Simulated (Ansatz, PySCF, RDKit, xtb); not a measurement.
# Solving [Si3NH10]+, step by step, part 2 of 2

Given the formula [Si3NH10]+ (charge +1) and nothing else, which arrangement of the atoms is the most stable in the gas at 298.15 K, and what are its properties?

xtb, Ansatz and PySCF; isolated molecules. Earlier steps stand in the parts before.

**12. c240a at CCSD(T)/def2-SVP**

Contents of input.yaml:

```yaml
basis:
  gaussian: {orbitals: def2-SVP}
crystal:
  periodic: [false, false, false]
  atoms:
    - {symbol: "N", position_ang: [0.347230, -0.042159, 2.053161]}
    - {symbol: Si, position_ang: [0.579777, 0.709378, 0.338187]}
    - {symbol: Si, position_ang: [-0.412352, -1.803610, 2.147325]}
    - {symbol: Si, position_ang: [-2.453999, -1.754624, 0.964896]}
    - {symbol: H, position_ang: [1.406893, 1.914132, 0.558362]}
    - {symbol: H, position_ang: [1.244468, -0.367927, -0.424216]}
    - {symbol: H, position_ang: [-0.805006, 0.989228, -0.094907]}
    - {symbol: H, position_ang: [-0.228870, 0.595704, 2.620519]}
    - {symbol: H, position_ang: [1.256114, -0.068194, 2.537406]}
    - {symbol: H, position_ang: [-0.504388, -2.006886, 3.614304]}
    - {symbol: H, position_ang: [0.683613, -2.606846, 1.552124]}
    - {symbol: H, position_ang: [-3.149480, -3.030468, 1.265873]}
    - {symbol: H, position_ang: [-3.199383, -0.568593, 1.467145]}
    - {symbol: H, position_ang: [-2.128416, -1.609908, -0.477907]}
total_charge: 1
correlation: {method: ccsd_t, frozen_orbitals: {"N": 1, Si: 5, H: 0}}
```

Run with:

```
$ ansatz run input.yaml --threads 2 --pin off --max-ram 4350MiB --events-out events.jsonl --progress --plain --runs-dir runs
```

The program printed, cut to the lines that bear on the results:

```text
Warning: RAYON_NUM_THREADS=2 ignored (pool sized by the plan → 2); use --threads N
Functional definition: HF
  name "HF"
[...]
1158 factors; integrals over basis functions are off by at most 1.1e-3 eV
[...]
mean field -25212.89211248 eV, -926.5566952214 hartree, gradient 1.7e-6 eV, S^2 0.000000; 0 other end points of the search recorded, 0 dependent functions left out
16 core orbitals not correlated: weight in the atoms' cores, before any rotation towards them, 1.000 or more for the frozen orbitals, at most 0.000 for the correlated occupied ones
reference -25212.89211248 eV, -926.5566952214 hartree; 13, 13 occupied and 89, 89 virtual orbitals, 1158 factors
second order -12.96710952 eV of doubles, -0.00000000 eV of singles
cycle   1  -14.42224975 eV  change    -1.5e0 eV  update   9.4e-2
[...]
cycle   8  -15.04684044 eV  change   -7.7e-6 eV  update   1.9e-5
perturbative correction -0.37655344 eV, -0.0138380835 hartree
Total energy: -25228.31550635 eV, -927.1234944919 hartree
```

It took 6.9 s on 2 threads of Arm Neoverse V2, shared host.

**13. Free energies and the winner**

Energies in kcal/mol from c182a; G adds the thermal terms to the CCSD(T)/def2-SVP + MP2/def2-TZVPP - MP2/def2-SVP energy. The columns left of the relaxed level are at the tight-binding geometries.

```
label                     SMILES     spin  GFN2-xTB  HF/STO-3G  r2SCAN-D4/def2-SVP  B3LYP-D3(BJ)/def2-SVP  HF/def2-SVP  MP2/def2-SVP  CCSD(T)/def2-SVP + MP2/def2-TZVPP - MP2/def2-SVP    G  share at equilibrium     T1
c182a  [SiH3][NH+]([SiH3])[SiH3]  singlet       0.0        0.0                 0.0                    0.0          0.0           0.0                                               0.0  0.0               100.0 %  0.010
c240b   [SiH3][NH2+][SiH2][SiH3]  singlet      25.2        9.0                 4.7                    6.0          7.7           8.5                                               8.2  7.6               < 0.1 %  0.011
c240a   [SiH3][NH2+][SiH2][SiH3]  singlet      24.8        9.6                 4.7                    5.9          8.4           8.7                                               8.4  8.2               < 0.1 %  0.011
```

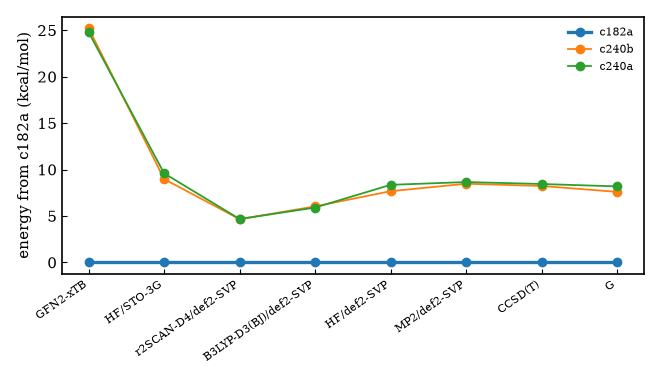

The finalists at each level, measured from c182a.

Lowest found: c182a, `[SiH3][NH+]([SiH3])[SiH3]`, a singlet of point group C3. Bond lengths: N1–Si2 1.885 Å, N1–Si3 1.885 Å, N1–Si4 1.885 Å, Si2–H5 1.478 Å, Si2–H6 1.480 Å, Si2–H7 1.479 Å, N1–H8 1.031 Å, Si3–H9 1.480 Å, Si3–H10 1.478 Å, Si3–H11 1.479 Å, Si4–H12 1.480 Å, Si4–H13 1.479 Å, Si4–H14 1.478 Å. Some angles: Si2–N1–Si3 112.3°, Si2–N1–Si4 112.3°, Si3–N1–Si4 112.3°, N1–Si2–H5 104.8°, N1–Si2–H6 104.8°, N1–Si2–H7 103.3°, Si2–N1–H8 106.4°, Si3–N1–H8 106.4°, Si4–N1–H8 106.4°, N1–Si3–H9 104.8°.

```xyz
14

N     0.8985   -0.9494   -0.3376
Si   -0.0345   -2.4657    0.2825
Si    0.3190    0.6393    0.4959
Si    0.8844   -0.8185   -2.2182
H     0.8588   -3.6057   -0.0123
H    -0.2475   -2.2153    1.7250
H    -1.2803   -2.4496   -0.5145
H     1.8830   -1.0804   -0.0621
H     0.8572    1.7280   -0.3491
H     0.8939    0.5836    1.8564
H    -1.1552    0.5281    0.4554
H     0.9895   -2.2150   -2.6955
H    -0.4219   -0.1879   -2.5068
H     2.0513    0.0269   -2.5470
```

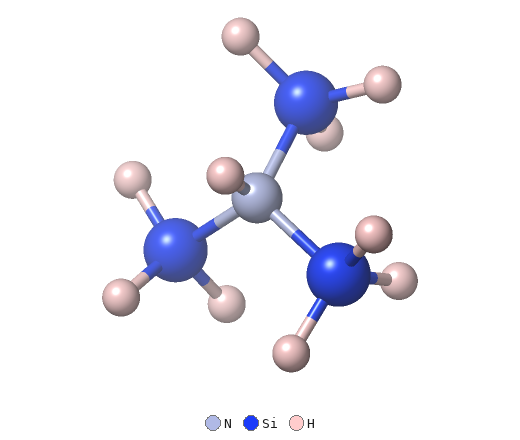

The lowest structure found, seen from a chosen angle (nitrogen light blue, silicon blue, hydrogen pink).

**14. Density, orbitals and dipole (PBE0/def2-TZVPD)**

Contents of input.yaml:

```yaml
basis:
  gaussian:
    orbitals: def2-TZVPD
crystal:
  periodic: [false, false, false]
  atoms:
    - symbol: "N"
      position_ang: [0.898495, -0.949377, -0.337565]
    - symbol: Si
      position_ang: [-0.034515, -2.465687, 0.282461]
    - symbol: Si
      position_ang: [0.319029, 0.639259, 0.495879]
    - symbol: Si
      position_ang: [0.884364, -0.818535, -2.218208]
    - symbol: H
      position_ang: [0.858843, -3.605728, -0.012305]
    - symbol: H
      position_ang: [-0.247530, -2.215323, 1.725018]
    - symbol: H
      position_ang: [-1.280281, -2.449584, -0.514460]
    - symbol: H
      position_ang: [1.882999, -1.080412, -0.062102]
    - symbol: H
      position_ang: [0.857232, 1.728024, -0.349083]
    - symbol: H
      position_ang: [0.893863, 0.583580, 1.856438]
    - symbol: H
      position_ang: [-1.155174, 0.528112, 0.455357]
    - symbol: H
      position_ang: [0.989519, -2.215007, -2.695536]
    - symbol: H
      position_ang: [-0.421890, -0.187932, -2.506822]
    - symbol: H
      position_ang: [2.051347, 0.026868, -2.547004]
total_charge: 1
hamiltonian:
  xc: pbe0
output:
  forces: true
  orbitals: {seedname: orbitals}
```

Run with:

```
$ ansatz run input.yaml --threads 2 --pin off --max-ram 4350MiB --events-out events.jsonl --progress --plain --runs-dir runs
```

The program printed, cut to the lines that bear on the results:

```text
Warning: RAYON_NUM_THREADS=2 ignored (pool sized by the plan → 2); use --threads N
Functional definition: PBE0
  name "PBE0"
[...]
1577 factors; their error is unknown
[...]
mean field -25269.46750968 eV, -928.6358027206 hartree, gradient 5.0e-5 eV, S^2 0.000000; 0 other end points of the search recorded, 0 dependent functions left out
[...]
reference -25269.46755174 eV, -928.6358042661 hartree; 29, 29 occupied and 227, 227 virtual orbitals, 1577 factors
[...]
Atom 9 at     0.893863     0.583580     1.856438 Å, force    -0.020248     0.004259    -0.063566 eV/Å
Atom 10 at    -1.155174     0.528112     0.455357 Å, force     0.058621     0.001930     0.005502 eV/Å
Atom 11 at     0.989519    -2.215007    -2.695536 Å, force    -0.005371     0.056107     0.016564 eV/Å
Atom 12 at    -0.421890    -0.187932    -2.506822 Å, force     0.053774    -0.020828     0.012068 eV/Å
Atom 13 at     2.051347     0.026868    -2.547004 Å, force    -0.048716    -0.043064     0.015738 eV/Å
Dipole moment:     0.188584    -0.025097     0.052761 e Å
```

Wall time 10 s (2 threads of Arm Neoverse V2, shared host); peak memory 0.87 GiB.

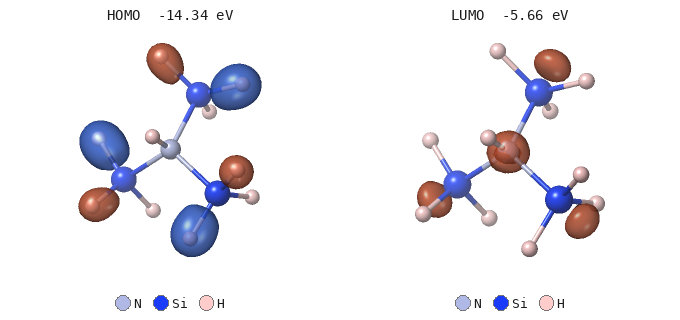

Frontier orbitals of this run, surfaces at ±0.2 Å^-3/2.

**15. Frequencies after a tight-binding relaxation (GFN2-xTB)**

Contents of start.xyz:

```xyz
14
c182a
N      0.898495    -0.949377    -0.337565
Si    -0.034515    -2.465687     0.282461
Si     0.319029     0.639259     0.495879
Si     0.884364    -0.818535    -2.218208
H      0.858843    -3.605728    -0.012305
H     -0.247530    -2.215323     1.725018
H     -1.280281    -2.449584    -0.514460
H      1.882999    -1.080412    -0.062102
H      0.857232     1.728024    -0.349083
H      0.893863     0.583580     1.856438
H     -1.155174     0.528112     0.455357
H      0.989519    -2.215007    -2.695536
H     -0.421890    -0.187932    -2.506822
H      2.051347     0.026868    -2.547004
```

Run with:

```
$ xtb start.xyz --gfn 2 --ohess tight --chrg 1
```

The program printed, cut to the lines that bear on the results:

```text
[...]
         ::                     SUMMARY                     ::
         :::::::::::::::::::::::::::::::::::::::::::::::::::::
         :: total energy             -12.868317492322 Eh    ::
         :: gradient norm              0.000188691159 Eh/a0 ::
         :: HOMO-LUMO gap              5.230940897236 eV    ::
         ::.................................................::
         :: SCC energy               -12.990771516217 Eh    ::
         :: -> isotropic ES            0.126496094040 Eh    ::
         :: -> anisotropic ES         -0.000623948172 Eh    ::
         :: -> anisotropic XC         -0.007181031143 Eh    ::
         :: -> dispersion             -0.009620056602 Eh    ::
         :: repulsion energy           0.122454023895 Eh    ::
         :: add. restraining           0.000000000000 Eh    ::
         :: total charge               1.000000000000 e     ::
         :::::::::::::::::::::::::::::::::::::::::::::::::::::
[...]
          | TOTAL ENERGY              -12.868317492323 Eh   |
          | TOTAL ENTHALPY            -12.768433837367 Eh   |
          | TOTAL FREE ENERGY         -12.810546300725 Eh   |
          | GRADIENT NORM               0.000188646995 Eh/α |
[...]
```

Wall time 0.3 s (2 threads of Arm Neoverse V2, shared host).

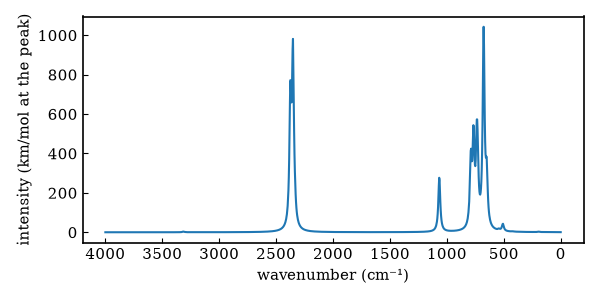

Harmonic infrared spectrum, unscaled, lines broadened by 10 cm⁻¹.

**16. Electronic excitations (TD-PBE0/def2-SVPD)**

An in-house driver calls PySCF's response routines at TD-PBE0/def2-SVPD; it has no typed input.

The program printed:

```text
coarse grid: 12136 points
cycle   1  E = -928.1416568903  dE =  4.433e-03  |g| = 2.579e-01  |ddm| = 3.985e+00
cycle   2  E = -928.1566346103  dE = -1.498e-02  |g| = 1.549e-01  |ddm| = 7.717e-01
cycle   3  E = -928.1638066879  dE = -7.172e-03  |g| = 3.194e-02  |ddm| = 3.262e-01
cycle   4  E = -928.1639491342  dE = -1.424e-04  |g| = 1.764e-02  |ddm| = 6.341e-02
cycle   5  E = -928.1640299568  dE = -8.082e-05  |g| = 1.600e-03  |ddm| = 2.905e-02
cycle   6  E = -928.1640306164  dE = -6.596e-07  |g| = 3.493e-04  |ddm| = 4.365e-03
final grid: 100496 points
cycle   7  E = -928.2732353295  dE = -1.176e-05  |g| = 3.701e-03  |ddm| = 3.994e-02
cycle   8  E = -928.2732302897  dE =  5.040e-06  |g| = 6.049e-03  |ddm| = 1.111e-02
cycle   9  E = -928.2732384999  dE = -8.210e-06  |g| = 7.332e-05  |ddm| = 6.968e-03
cycle  10  E = -928.2732385015  dE = -1.648e-09  |g| = 4.029e-05  |ddm| = 2.657e-04
cycle  11  E = -928.2732385021  dE = -5.075e-10  |g| = 6.932e-06  |ddm| = 1.017e-04
converged SCF energy = -928.2732385021

Static polarisability (au): isotropic 80.526, principal 70.769 85.403 85.405

Singlet excitations
state   eV       nm        f      main configurations
  1   7.4891    165.6   0.00014   H->L 0.97
  2   7.6511    162.0   0.00304   H-1->L 0.92
  3   7.6512    162.0   0.00304   H-2->L 0.92
  4   7.9924    155.1   0.00313   H-3->L 0.97
  5   8.0007    155.0   0.00436   H-4->L 0.96
  6   8.0010    155.0   0.00436   H-5->L 0.96
  7   9.2220    134.4   0.00155   H->L+2 0.19, H->L+1 0.11, H-2->L+1 0.08
  8   9.2222    134.4   0.00156   H->L+1 0.19, H->L+2 0.11, H-2->L+2 0.08

Triplet excitations (Tamm-Dancoff, eV): 7.1334 7.2354 7.2355
```

Run time: 10 s. Hardware: 2 threads of Arm Neoverse V2, shared host; peak memory 0.76 GiB.

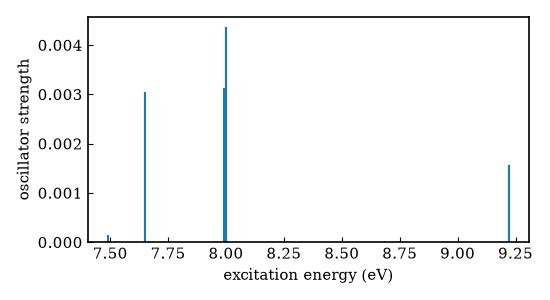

Vertical excitations as sticks.

The roots found:

```
excited state  energy (eV)  strength
            1        7.489    0.0001
            2        7.651    0.0030
            3        7.651    0.0030
            4        7.992    0.0031
            5        8.001    0.0044
            6        8.001    0.0044
            7        9.222    0.0015
            8        9.222    0.0016
```

**17. NMR shieldings (GIAO PBE0/pcSseg-1)**

An in-house driver calls PySCF's response routines at GIAO PBE0/pcSseg-1; it has no typed input.

The program printed:

```text
coarse grid: 12136 points
cycle   1  E = -928.4990312228  dE =  1.903e-02  |g| = 2.737e-01  |ddm| = 3.145e+00
cycle   2  E = -928.5129931688  dE = -1.396e-02  |g| = 1.910e-01  |ddm| = 5.737e-01
cycle   3  E = -928.5206216943  dE = -7.629e-03  |g| = 3.573e-02  |ddm| = 2.085e-01
cycle   4  E = -928.5208182398  dE = -1.965e-04  |g| = 2.004e-02  |ddm| = 4.329e-02
cycle   5  E = -928.5209083365  dE = -9.010e-05  |g| = 1.699e-03  |ddm| = 1.642e-02
cycle   6  E = -928.5209090366  dE = -7.001e-07  |g| = 3.194e-04  |ddm| = 2.049e-03
final grid: 100496 points
cycle   7  E = -928.5392423798  dE = -1.253e-05  |g| = 3.931e-03  |ddm| = 1.438e-02
cycle   8  E = -928.5392375771  dE =  4.803e-06  |g| = 6.137e-03  |ddm| = 6.842e-03
cycle   9  E = -928.5392455846  dE = -8.008e-06  |g| = 2.452e-04  |ddm| = 4.201e-03
cycle  10  E = -928.5392455908  dE = -6.187e-09  |g| = 4.370e-05  |ddm| = 1.619e-04
cycle  11  E = -928.5392455911  dE = -3.070e-10  |g| = 1.067e-05  |ddm| = 6.532e-05
converged SCF energy = -928.5392455911

GIAO shielding tensors (ppm)
atom      isotropic    diamagn.    paramagn.     s11        s22        s33       span
  0 N      258.642     332.195     -73.553    247.890    247.899    280.137     32.247
  1 Si     369.166     879.188    -510.021    331.247    350.529    425.723     94.475
  2 Si     369.162     881.804    -512.642    331.239    350.522    425.724     94.485
  3 Si     369.158     879.079    -509.920    331.233    350.530    425.712     94.480
  4 H       26.212      27.555      -1.343     22.518     24.441     31.678      9.160
  5 H       26.314      28.400      -2.087     22.407     25.164     31.369      8.962
  6 H       26.467      28.805      -2.338     23.063     25.309     31.029      7.966
  7 H       30.228      33.225      -2.997     24.216     24.216     42.252     18.036
  8 H       26.314      30.262      -3.948     22.407     25.165     31.369      8.961
  9 H       26.213      29.986      -3.773     22.518     24.441     31.678      9.160
 10 H       26.467      31.006      -4.539     23.063     25.309     31.029      7.966
 11 H       26.314      27.351      -1.038     22.407     25.165     31.369      8.962
 12 H       26.467      29.063      -2.596     23.063     25.309     31.029      7.966
 13 H       26.212      28.025      -1.812     22.518     24.441     31.678      9.160
```

Run time: 6 s. Hardware: 2 threads of Arm Neoverse V2, shared host; peak memory 0.71 GiB.

Isotropic shieldings, averaged over atoms that the bond graph makes equivalent (absolute, not shifts):

```
                                  atoms  shielding (ppm)
                                     N1            258.6
                          Si2, Si3, Si4            369.2
H5, H6, H7, H9, H10, H11, H12, H13, H14            26.33
                                     H8            30.23
```

**18. One electron fewer at the same geometry (PBE0/def2-TZVPD)**

Edit input.yaml of step 14 so:

```diff
@@ -1,4 +1 @@
-basis:
-  gaussian:
-    orbitals: def2-TZVPD
 crystal:
@@ -6,3 +3,3 @@
   atoms:
-    - symbol: "N"
+    - symbol: N
       position_ang: [0.898495, -0.949377, -0.337565]
@@ -34,7 +31,6 @@
       position_ang: [2.051347, 0.026868, -2.547004]
-total_charge: 1
-hamiltonian:
-  xc: pbe0
-output:
-  forces: true
-  orbitals: {seedname: orbitals}
+basis:
+  gaussian: {orbitals: def2-TZVPD}
+total_charge: 2
+magnetization: {spin_polarized: true, initial_magnetization: 1}
+hamiltonian: {xc: {name: PBE0}}
```

Run with:

```
$ ansatz run input.yaml --threads 2 --pin off --max-ram 4350MiB --events-out events.jsonl --progress --plain --runs-dir runs
```

The program printed, cut to the lines that bear on the results:

```text
Warning: RAYON_NUM_THREADS=2 ignored (pool sized by the plan → 2); use --threads N
[... 2 set-up lines as earlier in the session ...]
[...]
1577 factors; their error is unknown
[...]
mean field -25253.27293057 eV, -928.0406629153 hartree, gradient 9.6e-6 eV, S^2 0.757201; 10 other end points of the search recorded, 0 dependent functions left out
reference -25253.27296729 eV, -928.0406642649 hartree; 29, 28 occupied and 227, 228 virtual orbitals, 1577 factors
Total energy: -25253.27296729 eV, -928.0406642649 hartree
```

Run time: 62 s. Hardware: 2 threads of Arm Neoverse V2, shared host; peak memory 1.3 GiB.

Difference from the parent: 16.19 eV.

**19. One electron more at the same geometry (PBE0/def2-TZVPD)**

Contents of input.yaml:

```yaml
crystal:
  periodic: [false, false, false]
  atoms:
    - {symbol: N, position_ang: [0.898495, -0.949377, -0.337565]}
    - {symbol: Si, position_ang: [-0.034515, -2.465687, 0.282461]}
    - {symbol: Si, position_ang: [0.319029, 0.639259, 0.495879]}
    - {symbol: Si, position_ang: [0.884364, -0.818535, -2.218208]}
    - {symbol: H, position_ang: [0.858843, -3.605728, -0.012305]}
    - {symbol: H, position_ang: [-0.247530, -2.215323, 1.725018]}
    - {symbol: H, position_ang: [-1.280281, -2.449584, -0.514460]}
    - {symbol: H, position_ang: [1.882999, -1.080412, -0.062102]}
    - {symbol: H, position_ang: [0.857232, 1.728024, -0.349083]}
    - {symbol: H, position_ang: [0.893863, 0.583580, 1.856438]}
    - {symbol: H, position_ang: [-1.155174, 0.528112, 0.455357]}
    - {symbol: H, position_ang: [0.989519, -2.215007, -2.695536]}
    - {symbol: H, position_ang: [-0.421890, -0.187932, -2.506822]}
    - {symbol: H, position_ang: [2.051347, 0.026868, -2.547004]}
basis:
  gaussian:
    orbitals: def2-TZVPD
magnetization:
  spin_polarized: true
  initial_magnetization: 1
hamiltonian:
  xc: {name: PBE0}
scf:
  lower_state_search: "off"
```

Run with:

```
$ ansatz run input.yaml --threads 2 --pin off --max-ram 4350MiB --events-out events.jsonl --progress --plain --runs-dir runs
```

The program printed, cut to the lines that bear on the results:

```text
Warning: RAYON_NUM_THREADS=2 ignored (pool sized by the plan → 2); use --threads N
[... 2 set-up lines as earlier in the session ...]
[...]
1577 factors; their error is unknown
[...]
mean field -25273.65936645 eV, -928.7898506154 hartree, gradient 9.2e-6 eV, S^2 0.753318; 0 other end points of the search recorded, 0 dependent functions left out
reference -25273.65942185 eV, -928.7898526514 hartree; 30, 29 occupied and 226, 227 virtual orbitals, 1577 factors
Total energy: -25273.65942185 eV, -928.7898526514 hartree
Checks for a lower state left out: stability, starts, cluster_reference, orbital_swaps, neighbouring_geometries, increment
```

Wall time 9.3 s (2 threads of Arm Neoverse V2, shared host); peak memory 0.93 GiB.

Parent less the species with the added electron: 4.19 eV.

**20. The triplet at the same geometry (PBE0/def2-TZVPD)**

Edit input.yaml of step 19 so:

```diff
@@ -3,3 +3,3 @@
   atoms:
-    - {symbol: N, position_ang: [0.898495, -0.949377, -0.337565]}
+    - {symbol: "N", position_ang: [0.898495, -0.949377, -0.337565]}
     - {symbol: Si, position_ang: [-0.034515, -2.465687, 0.282461]}
@@ -18,10 +18,5 @@
 basis:
-  gaussian:
-    orbitals: def2-TZVPD
-magnetization:
-  spin_polarized: true
-  initial_magnetization: 1
-hamiltonian:
-  xc: {name: PBE0}
-scf:
-  lower_state_search: "off"
+  gaussian: {orbitals: def2-TZVPD}
+total_charge: 1
+magnetization: {spin_polarized: true, initial_magnetization: 2}
+hamiltonian: {xc: {name: PBE0}}
```

Run with:

```
$ ansatz run input.yaml --threads 2 --pin off --max-ram 4350MiB --events-out events.jsonl --progress --plain --runs-dir runs
```

The program printed, cut to the lines that bear on the results:

```text
Warning: RAYON_NUM_THREADS=2 ignored (pool sized by the plan → 2); use --threads N
[... 2 set-up lines as earlier in the session ...]
[...]
1577 factors; their error is unknown
[...]
mean field -25262.18674546 eV, -928.3682395704 hartree, gradient 3.1e-6 eV, S^2 2.006215; 10 other end points of the search recorded, 0 dependent functions left out
reference -25262.18679749 eV, -928.3682414825 hartree; 30, 28 occupied and 226, 228 virtual orbitals, 1577 factors
Total energy: -25262.18679749 eV, -928.3682414825 hartree
```

It took 2.6 min on 2 threads of Arm Neoverse V2, shared host; peak memory 1.6 GiB.

It lies 7.28 eV above the singlet.

**21. Summary of results**

This closing draws on all 2 parts.

| quantity | value |
| --- | --- |
| lowest structure found | [SiH3][NH+]([SiH3])[SiH3], singlet, C3 |
| next finalist | [SiH3][NH2+][SiH2][SiH3], singlet, 7.6 kcal/mol higher in G |
| share at equilibrium, among the finalists | 100.0 % |
| funnel | 5 starts, 5 minima at GFN2-xTB, 6 screening runs, 4 relaxed, 3 ranked |
| CPU time of all runs | 34 min |
| harmonic wavenumbers, lowest and highest (B3LYP-D3(BJ)/def2-SVP) | 125 and 3419 cm⁻¹ |
| rotational constants, same geometry | 0.0945, 0.0945, 0.05141 cm⁻¹ |
| HOMO energy (PBE0/def2-TZVPD) | -14.34 eV |
| LUMO energy (PBE0/def2-TZVPD) | -5.66 eV |
| HOMO–LUMO gap (PBE0/def2-TZVPD) | 8.68 eV |
| lowest excitation (TD-PBE0/def2-SVPD) | 7.49 eV (f = 0.000) |
| lowest triplet excitation, same level, Tamm-Dancoff | 7.13 eV |
| vertical ionisation energy | 16.19 eV |
| vertical recombination energy (electron added) | 4.19 eV |
| vertical triplet less singlet | +7.28 eV |

What this shows: The lowest structure found is `[SiH3][NH+]([SiH3])[SiH3]`. Among the finalists first place is clear (7.6 kcal/mol); structures outside the list aren't covered. GFN2-xTB, HF/STO-3G, r2SCAN-D4/def2-SVP, B3LYP-D3(BJ)/def2-SVP, HF/def2-SVP and MP2/def2-SVP already put its bonding pattern lowest among the structures in one piece. The largest share of the time went into the vibrations (57 %). The search is not exhaustive (a finite list of starts, one conformer a finalist), so a lower isomer can't be ruled out. Patterns outside the rules of the enumeration were met only by chance.
